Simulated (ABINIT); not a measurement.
**MgO (Fm-3m): G0W0 in ABINIT against the bands in the self-energy**

How does the gap of MgO (Fm-3m) converge in the bands in the self-energy?

Main program and level: ABINIT 10.8.3; PBE and many-body steps on it, plane waves.

**1. The starting structure**

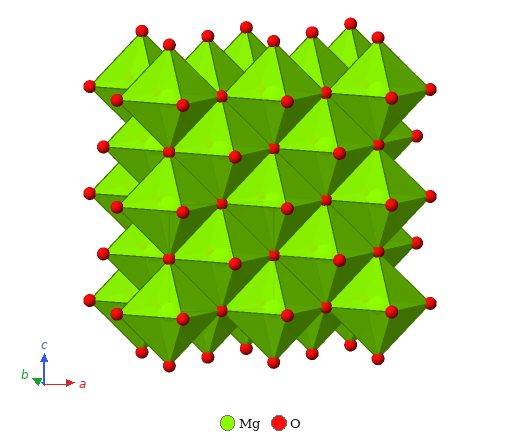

The starting structure, seen slightly off an axis (magnesium green, oxygen red). 2×1×2 cells are drawn. This picture shows the conventional cell, with its axes. Some periodic images of atoms are drawn too.

The cell and positions are those that the Materials Project relaxed with its own functionals (PBE, PBE+U or r2SCAN), kept fixed.

**2. Screening, 6×6×6 mesh, 343 bands, screening to 435.4 eV**

This step: ABINIT 10.8.3; RPA screening on PBE, plane waves, norm-conserving pseudopotentials.

The RPA dielectric matrix is built and inverted for each q.

The input, run.abi:

```
acell 3*1.0 Angstrom
rprim 
  -0.000000000000 2.097001392700 2.097001392700
  2.097001392700 0.000000000000 2.097001392700
  2.097001392700 2.097001392700 0.000000000000
ntypat 2
znucl 12 8
natom 2
typat 1 2
xred 
  0.000000000000 0.000000000000 0.000000000000
  0.500000000000 0.500000000000 0.500000000000
pp_dirpath "pseudos"
pseudos "Mg.upf, O.upf"
ecut 38
ngkpt 6 6 6
nshiftk 1
shiftk 0 0 0
kptopt 1
chksymbreak 0
istwfk *1
occopt 1
irdwfk 1
optdriver 3
nband 343
ecuteps 16
inclvkb 2
awtr 1
symchi 1
indata_prefix "in"
outdata_prefix "out"
tmpdata_prefix "tmp"
```

The run is started by

```
$ OMP_NUM_THREADS=1 mpirun -n 8 abinit run.abi > log
```

What it wrote:

```text
.Version 10.8.3 of ABINIT. v10.8.2 released Aug 2026.

 Symmetries : space group Fm -3 m (#225); Bravais cF (face-center cubic)
[... echo of the input left out ...]
== DATASET  1 ==================================================================
-   mpi_nproc: 8, omp_nthreads: 1 (-1 if OMP is not activated)

--- !DatasetInfo
iteration_state: {dtset: 1, }
dimensions: {natom: 2, nkpt: 16, mband: 343, nsppol: 1, nspinor: 1, nspden: 1, mpw: 1411, }
cutoff_energies: {ecut:  38.0, pawecutdg:  -1.0, }
electrons: {nelect:   1.60000000E+01, charge:   0.00000000E+00, occopt:   1.00000000E+00, tsmear:   1.00000000E-02, }

 SCREENING: Calculation of the susceptibility and dielectric matrices

 Based on a program developped by R.W. Godby, V. Olevano, G. Onida, and L. Reining.
 Incorporated in ABINIT by V. Olevano, G.-M. Rignanese, and M. Torrent.
.Using double precision arithmetic ; gwpc =  8

[... cell and pseudopotentials left out ...]
--------------------------------------------------------------------------------

 ==== K-mesh for the wavefunctions ====
 Number of points in the irreducible wedge :    16
[... list of points left out ...]
 Together with 48 symmetry operations and time-reversal symmetry
 yields   216 points in the full Brillouin Zone.

 ==== Q-mesh for the screening function ====
 Number of points in the irreducible wedge :    16
[... list of points left out ...]
 Together with 48 symmetry operations and time-reversal symmetry
 yields   216 points in the full Brillouin Zone.

 setmesh: FFT mesh size selected  =    25x   25x   25
          total number of points  =        15625

 vcoul_init : cutoff-mode = AUXILIARY_FUNCTION
 q-points for optical limit:   1
     1)      0.000010    0.000020    0.000030

- screening: taking advantage of time-reversal symmetry
- Maximum band index for partially occupied states nbvw = 8
- Remaining bands to be divided among processors   nbcw = 335
- Number of bands treated by each node ~41

 Number of electrons calculated from density =   16.0000; Expected =   16.0000
 average of density, n =  0.128557
 r_s =    1.2291
 omega_plasma =   34.5863 [eV]

 calculating chi0 at frequencies [eV] :
  1    0.000000E+00    0.000000E+00
  2    0.000000E+00    3.458631E+01

--------------------------------------------------------------------------------
  q-point number  1        q = ( 0.000000, 0.000000, 0.000000) [r.l.u.]
--------------------------------------------------------------------------------
[... chi0 elements left out ...]
 For q-point:  0.000010 0.000020 0.000030
  dielectric constant =   3.0164
  dielectric constant without local fields =   3.2395

  Average fulfillment of the sum rule on Im[epsilon] for q-point    1 :    101.31  [%]
[... wings left out ...]
  q-point number  2        q = ( 0.166667, 0.000000, 0.000000) [r.l.u.]
--------------------------------------------------------------------------------
[... chi0 elements left out ...]
  Average fulfillment of the sum rule on Im[epsilon] for q-point    2 :    108.43  [%]

 [... 14 further q-points ...]
```

The job ended after 2.3 min (8 MPI ranks of Intel Xeon 6975P-C (Granite Rapids), shared host; peak memory 3.1 GiB).

Numbers from this step:

| Quantity | Value |
| --- | --- |
| ε∞ with local fields, on this mesh, along the program's q direction | 3.016 |
| the same without local fields | 3.240 |
| plasma frequency | 34.59 eV |
| plane waves in the screening matrix | 339 |

Local fields lower ε∞ by 7 %.

**3. 16 bands**

This step: G0W0 on PBE, plane waves, norm-conserving pseudopotentials.

run.abi: that of step 2 with these lines changed.

```diff
@@ -23,8 +23,15 @@
 irdwfk 1
-optdriver 3
-nband 343
+optdriver 4
+nband 16
+gwcalctyp 0
+ecutsigx 38
+symsigma 1
+nkptgw 1
+kptgw 
+  0.0000000000 0.0000000000 0.0000000000
+bdgw 
+  6 12
 ecuteps 16
-inclvkb 2
-awtr 1
-symchi 1
+irdscr 1
+ppmodel 1
 indata_prefix "in"
```

What it wrote:

```text
.Version 10.8.3 of ABINIT. v10.8.2 released Aug 2026.

 Symmetries : space group Fm -3 m (#225); Bravais cF (face-center cubic)
[... echo of the input left out ...]
== DATASET  1 ==================================================================
-   mpi_nproc: 8, omp_nthreads: 1 (-1 if OMP is not activated)

--- !DatasetInfo
iteration_state: {dtset: 1, }
dimensions: {natom: 2, nkpt: 16, mband: 16, nsppol: 1, nspinor: 1, nspden: 1, mpw: 1411, }
cutoff_energies: {ecut:  38.0, pawecutdg:  -1.0, }
electrons: {nelect:   1.60000000E+01, charge:   0.00000000E+00, occopt:   1.00000000E+00, tsmear:   1.00000000E-02, }

 SIGMA: Calculation of the GW corrections

 Based on a program developped by R.W. Godby, V. Olevano, G. Onida, and L. Reining.
 Incorporated in ABINIT by V. Olevano, G.-M. Rignanese, and M. Torrent.
.Using double precision arithmetic ; gwpc =  8

[... cell and pseudopotentials left out ...]
--------------------------------------------------------------------------------

 ==== K-mesh for the wavefunctions ====
 Number of points in the irreducible wedge :    16
[... list of points left out ...]
 Together with 48 symmetry operations and time-reversal symmetry
 yields   216 points in the full Brillouin Zone.

 ==== Q-mesh for screening function ====
 Number of points in the irreducible wedge :    16
[... list of points left out ...]
 Together with 48 symmetry operations and time-reversal symmetry
 yields   216 points in the full Brillouin Zone.

 vcoul_init : cutoff-mode = AUXILIARY_FUNCTION
 q-points for optical limit:   1
     1)      0.000010    0.000020    0.000030
 setmesh: FFT mesh size selected  =    32x   32x   32
          total number of points  =        32768

 Number of electrons calculated from density =   16.0000; Expected =   16.0000
 average of density, n =  0.128557
 r_s =    1.2291
 omega_plasma =   34.5863 [eV]

 === KS Band Gaps ===
  >>>> For spin  1
   Minimum direct gap =   4.8948 [eV], located at k-point      :   0.0000  0.0000  0.0000
   Fundamental gap    =   4.8948 [eV], Top of valence bands at :   0.0000  0.0000  0.0000
                                       Bottom of conduction at :   0.0000  0.0000  0.0000
 SIGMA fundamental parameters:
 PLASMON POLE MODEL  1
 number of plane-waves for SigmaX                 1411
 number of plane-waves for SigmaC and W            339
 number of plane-waves for wavefunctions          1411
 number of bands                                    16
 number of independent spin polarizations            1
 number of spinorial components                      1
 number of k-points in IBZ                          16
 number of q-points in IBZ                          16
 number of symmetry operations                      48
 number of k-points in BZ                          216
 number of q-points in BZ                          216
 number of frequencies for dSigma/dE                 9
 frequency step for dSigma/dE [eV]                0.25
 number of omega for Sigma on real axis              0
 max omega for Sigma on real axis  [eV]           0.00
 zcut for avoiding poles [eV]                     0.10

 EPSILON^-1 parameters (SCR file):
 dimension of the eps^-1 matrix on file            339
 dimension of the eps^-1 matrix used               339
 number of plane-waves for wavefunctions          1411
 number of bands                                   343
 number of q-points in IBZ                          16
 number of frequencies                               2
 number of real frequencies                          1
 number of imag frequencies                          1

 matrix elements of self-energy operator (all in [eV])

 Perturbative Calculation

--- !SelfEnergy_ee
iteration_state: {dtset: 1, }
kpoint     : [   0.000,    0.000,    0.000, ]
spin       : 1
KS_gap     :    4.895
QP_gap     :    6.770
Delta_QP_KS:    1.875
data: !SigmaeeData |
     Band     E0 <VxcDFT>   SigX SigC(E0)      Z dSigC/dE  Sig(E)    E-E0       E
        6   4.841 -20.153 -25.631   5.163   0.816  -0.225 -20.410  -0.256   4.584
        7   4.841 -20.153 -25.631   5.163   0.816  -0.225 -20.410  -0.256   4.584
        8   4.841 -20.153 -25.631   5.163   0.816  -0.225 -20.410  -0.256   4.584
        9   9.736 -13.562  -8.944  -2.737   0.861  -0.162 -11.943   1.619  11.354
       10  20.877  -9.643  -3.728  -3.383   0.880  -0.136  -7.415   2.228  23.105
       11  20.877  -9.643  -3.728  -3.383   0.880  -0.136  -7.415   2.228  23.105
       12  20.877  -9.643  -3.728  -3.383   0.880  -0.136  -7.415   2.228  23.105

== END DATASET(S) ==============================================================
================================================================================

 -outvars: echo values of variables after computation  --------
           etotal      0.0000000000E+00
            nband          16
             nkpt          16
          spgroup         225
 [... the other variables as echoed above ...]

 Calculation completed.
```

Elapsed: 2.6 s, on 8 MPI ranks; peak memory 0.23 GiB.

Numbers from this step:

```
G0W0 gap on the points computed              : 6.77 eV
starting gap on the mesh                     : 4.895 eV
k of the valence top                         : 0, 0, 0
k of the conduction bottom                   : 0, 0, 0
Z at the valence top                         : 0.816
Z at the conduction bottom                   : 0.861
least direct G0W0 gap on the computed points : 6.77 eV
```

**4. 18 bands**

run.abi: that of step 3 with these lines changed.

```diff
@@ -24,3 +24,3 @@
 optdriver 4
-nband 16
+nband 18
 gwcalctyp 0
```

What it wrote:

```text
.Version 10.8.3 of ABINIT. v10.8.2 released Aug 2026.

 Symmetries : space group Fm -3 m (#225); Bravais cF (face-center cubic)
[... echo of the input left out ...]
== DATASET  1 ==================================================================
-   mpi_nproc: 8, omp_nthreads: 1 (-1 if OMP is not activated)

--- !DatasetInfo
iteration_state: {dtset: 1, }
dimensions: {natom: 2, nkpt: 16, mband: 18, nsppol: 1, nspinor: 1, nspden: 1, mpw: 1411, }
cutoff_energies: {ecut:  38.0, pawecutdg:  -1.0, }
electrons: {nelect:   1.60000000E+01, charge:   0.00000000E+00, occopt:   1.00000000E+00, tsmear:   1.00000000E-02, }

 SIGMA: Calculation of the GW corrections

 Based on a program developped by R.W. Godby, V. Olevano, G. Onida, and L. Reining.
 Incorporated in ABINIT by V. Olevano, G.-M. Rignanese, and M. Torrent.
.Using double precision arithmetic ; gwpc =  8

[... cell and pseudopotentials left out ...]
--------------------------------------------------------------------------------

 ==== K-mesh for the wavefunctions ====
 Number of points in the irreducible wedge :    16
[... list of points left out ...]
 Together with 48 symmetry operations and time-reversal symmetry
 yields   216 points in the full Brillouin Zone.

 ==== Q-mesh for screening function ====
 Number of points in the irreducible wedge :    16
[... list of points left out ...]
 Together with 48 symmetry operations and time-reversal symmetry
 yields   216 points in the full Brillouin Zone.

 vcoul_init : cutoff-mode = AUXILIARY_FUNCTION
 q-points for optical limit:   1
     1)      0.000010    0.000020    0.000030
 setmesh: FFT mesh size selected  =    32x   32x   32
          total number of points  =        32768

 Number of electrons calculated from density =   16.0000; Expected =   16.0000
[...]
number of q-points in BZ                          216
 number of frequencies for dSigma/dE                 9
 frequency step for dSigma/dE [eV]                0.25
 number of omega for Sigma on real axis              0
 max omega for Sigma on real axis  [eV]           0.00
 zcut for avoiding poles [eV]                     0.10

 EPSILON^-1 parameters (SCR file):
 dimension of the eps^-1 matrix on file            339
 dimension of the eps^-1 matrix used               339
 number of plane-waves for wavefunctions          1411
 number of bands                                   343
 number of q-points in IBZ                          16
 number of frequencies                               2
 number of real frequencies                          1
 number of imag frequencies                          1

 matrix elements of self-energy operator (all in [eV])

 Perturbative Calculation

--- !SelfEnergy_ee
iteration_state: {dtset: 1, }
kpoint     : [   0.000,    0.000,    0.000, ]
spin       : 1
KS_gap     :    4.895
QP_gap     :    6.813
Delta_QP_KS:    1.919
data: !SigmaeeData |
     Band     E0 <VxcDFT>   SigX SigC(E0)      Z dSigC/dE  Sig(E)    E-E0       E
        6   4.841 -20.153 -25.631   4.996   0.815  -0.228 -20.546  -0.392   4.449
        7   4.841 -20.153 -25.631   4.996   0.815  -0.228 -20.546  -0.392   4.449
        8   4.841 -20.153 -25.631   4.996   0.815  -0.228 -20.546  -0.392   4.449
        9   9.736 -13.562  -8.944  -2.842   0.860  -0.163 -12.035   1.526  11.262
       10  20.877  -9.643  -3.728  -3.630   0.876  -0.141  -7.641   2.002  22.879
       11  20.877  -9.643  -3.728  -3.630   0.876  -0.141  -7.641   2.002  22.879
       12  20.877  -9.643  -3.728  -3.630   0.876  -0.141  -7.641   2.002  22.879

== END DATASET(S) ==============================================================
================================================================================

 -outvars: echo values of variables after computation  --------
           etotal      0.0000000000E+00
            nband          18
             nkpt          16
          spgroup         225
 [... the other variables as echoed above ...]

 Calculation completed.
```

The job ended after 3 s (8 MPI ranks; peak memory 0.23 GiB).

Numbers from this step:

```
G0W0 gap on the points computed              : 6.813 eV
starting gap on the mesh                     : 4.895 eV
k of the valence top                         : 0, 0, 0
k of the conduction bottom                   : 0, 0, 0
Z at the valence top                         : 0.815
Z at the conduction bottom                   : 0.86
least direct G0W0 gap on the computed points : 6.813 eV
```

**5. 37 bands**

run.abi: that of step 4 with these lines changed.

```diff
@@ -24,3 +24,3 @@
 optdriver 4
-nband 18
+nband 37
 gwcalctyp 0
```

What it wrote:

```text
.Version 10.8.3 of ABINIT. v10.8.2 released Aug 2026.

 Symmetries : space group Fm -3 m (#225); Bravais cF (face-center cubic)
[... echo of the input left out ...]
== DATASET  1 ==================================================================
-   mpi_nproc: 8, omp_nthreads: 1 (-1 if OMP is not activated)

--- !DatasetInfo
iteration_state: {dtset: 1, }
dimensions: {natom: 2, nkpt: 16, mband: 37, nsppol: 1, nspinor: 1, nspden: 1, mpw: 1411, }
cutoff_energies: {ecut:  38.0, pawecutdg:  -1.0, }
electrons: {nelect:   1.60000000E+01, charge:   0.00000000E+00, occopt:   1.00000000E+00, tsmear:   1.00000000E-02, }

 SIGMA: Calculation of the GW corrections

 Based on a program developped by R.W. Godby, V. Olevano, G. Onida, and L. Reining.
 Incorporated in ABINIT by V. Olevano, G.-M. Rignanese, and M. Torrent.
.Using double precision arithmetic ; gwpc =  8

[... cell and pseudopotentials left out ...]
--------------------------------------------------------------------------------

 ==== K-mesh for the wavefunctions ====
 Number of points in the irreducible wedge :    16
[... list of points left out ...]
 Together with 48 symmetry operations and time-reversal symmetry
 yields   216 points in the full Brillouin Zone.

 ==== Q-mesh for screening function ====
 Number of points in the irreducible wedge :    16
[... list of points left out ...]
 Together with 48 symmetry operations and time-reversal symmetry
 yields   216 points in the full Brillouin Zone.

 vcoul_init : cutoff-mode = AUXILIARY_FUNCTION
 q-points for optical limit:   1
     1)      0.000010    0.000020    0.000030
 setmesh: FFT mesh size selected  =    32x   32x   32
          total number of points  =        32768

 Number of electrons calculated from density =   16.0000; Expected =   16.0000
[...]
number of q-points in BZ                          216
 number of frequencies for dSigma/dE                 9
 frequency step for dSigma/dE [eV]                0.25
 number of omega for Sigma on real axis              0
 max omega for Sigma on real axis  [eV]           0.00
 zcut for avoiding poles [eV]                     0.10

 EPSILON^-1 parameters (SCR file):
 dimension of the eps^-1 matrix on file            339
 dimension of the eps^-1 matrix used               339
 number of plane-waves for wavefunctions          1411
 number of bands                                   343
 number of q-points in IBZ                          16
 number of frequencies                               2
 number of real frequencies                          1
 number of imag frequencies                          1

 matrix elements of self-energy operator (all in [eV])

 Perturbative Calculation

--- !SelfEnergy_ee
iteration_state: {dtset: 1, }
kpoint     : [   0.000,    0.000,    0.000, ]
spin       : 1
KS_gap     :    4.895
QP_gap     :    7.025
Delta_QP_KS:    2.130
data: !SigmaeeData |
     Band     E0 <VxcDFT>   SigX SigC(E0)      Z dSigC/dE  Sig(E)    E-E0       E
        6   4.841 -20.153 -25.631   4.233   0.809  -0.235 -21.161  -1.007   3.834
        7   4.841 -20.153 -25.631   4.233   0.809  -0.235 -21.161  -1.007   3.834
        8   4.841 -20.153 -25.631   4.233   0.809  -0.235 -21.161  -1.007   3.834
        9   9.736 -13.562  -8.944  -3.305   0.856  -0.169 -12.438   1.123  10.859
       10  20.877  -9.643  -3.728  -4.387   0.867  -0.153  -8.318   1.325  22.202
       11  20.877  -9.643  -3.728  -4.387   0.867  -0.153  -8.318   1.325  22.202
       12  20.877  -9.643  -3.728  -4.387   0.867  -0.153  -8.318   1.325  22.202

== END DATASET(S) ==============================================================
================================================================================

 -outvars: echo values of variables after computation  --------
           etotal      0.0000000000E+00
            nband          37
             nkpt          16
          spgroup         225
 [... the other variables as echoed above ...]

 Calculation completed.
```

It took 3.8 s on 8 MPI ranks; peak memory 1.7 GiB; 28 s of CPU time.

Numbers from this step:

| Quantity | Value |
| --- | --- |
| G0W0 gap on the points computed | 7.025 eV |
| starting gap on the mesh | 4.895 eV |
| k of the valence top | 0, 0, 0 |
| k of the conduction bottom | 0, 0, 0 |
| Z at the valence top | 0.809 |
| Z at the conduction bottom | 0.856 |
| least direct G0W0 gap on the computed points | 7.025 eV |

[end of part 1 of 2]

[Paths, hosts, dates, memory and timing lines, banners, echoed tables and standing remarks are left out of the program output.]

[Logs are printed without paths, hosts, clocks, repeated set-up lines and the standing remarks that a program may print on its own settings, such as how far it seeks lower states.]

[Runs of the session that timed out or met a known fault of the program may be left out.]

[Hosts, paths, dates, database ids (printed as entryN), source tags and the programs' standing remarks are cut or masked in the printed files.]

[G0W0 gaps are taken among the corrected bands and points alone; a level outside them can change the order at an edge.]

[Where Ansatz stands beside ABINIT at settings called matched, ABINIT's density can come from a denser mesh and the files from another edition; pairs whose starting gaps differed by over 0.03 eV were left out, so agreement reads better than it is.]
